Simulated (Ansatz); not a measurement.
Consider CH3BCl (charge +1).

Input file:

```
crystal:
  periodic: [false, false, false]
  atoms:
    - { symbol: B, position_ang: [-0.55326, -0.40975, -0.40047] }
    - { symbol: C, position_ang: [0.48201, 0.35755, 0.35075] }
    - { symbol: Cl, position_ang: [2.04531, 0.12106, 0.70605] }
    - { symbol: H, position_ang: [-1.28105, -1.14899, 0.13918] }
    - { symbol: H, position_ang: [-0.75329, -0.22042, -1.53698] }
    - { symbol: H, position_ang: [0.06027, 1.30055, 0.74147] }
total_charge: 1
basis:
  gaussian: { orbitals: def2-SVP }
hamiltonian:
  xc: pbe
  dispersion: d4
relax:
  f_tol: 0.015
  max_steps: 40
output:
  orbitals: {}
```

Launched as:

```sh
ansatz run input.yaml --threads 1 --pin off --max-ram 2048MiB --backend cpu --events-out ev --progress --plain --runs-dir out
```

The fields are those of the relaxed geometry.

These are results of Ansatz 0.2.0, RKS PBE-D4/def2-SVP, not measurements.

What can the converged electron density and electron localisation function tell about the bonding?

Answer. C–B (1.53 Å): the density is about 1.5 e/Å³ at the midpoint; the ELF peaks at about 1 between the atoms, as expected for localised, covalent bonding.
C–Cl (1.64 Å): ρ is about 1.7 e/Å³ halfway; the ELF peaks at about 0.90 between the atoms, as expected for localised, covalent bonding.
C–H (1.12 Å): ρ is about 2 e/Å³ halfway; the ELF climbs to about 1 towards the hydrogen, as it does in any bond to H; an ordinary covalent bond to hydrogen.

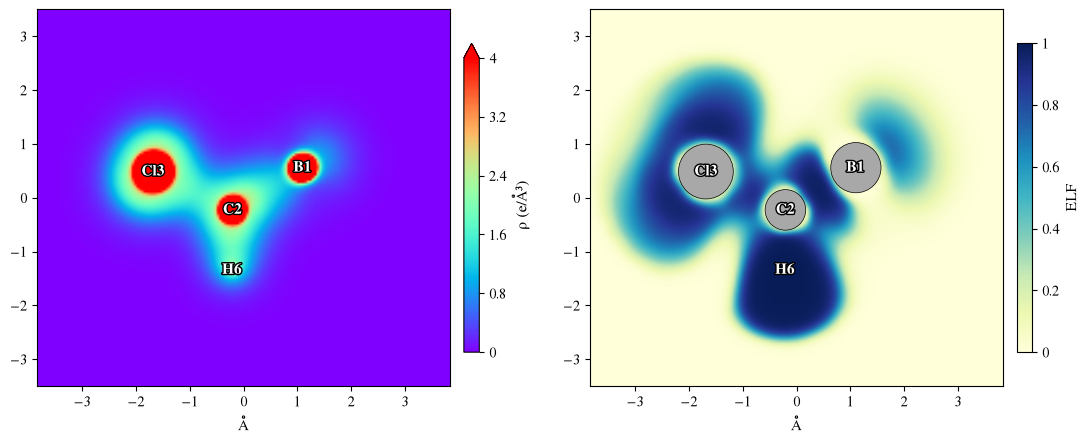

Computed electron density and electron localisation function on the plane of atoms B1, C2 and Cl3, in this order. Grey discs cover the atomic cores in the ELF map. 
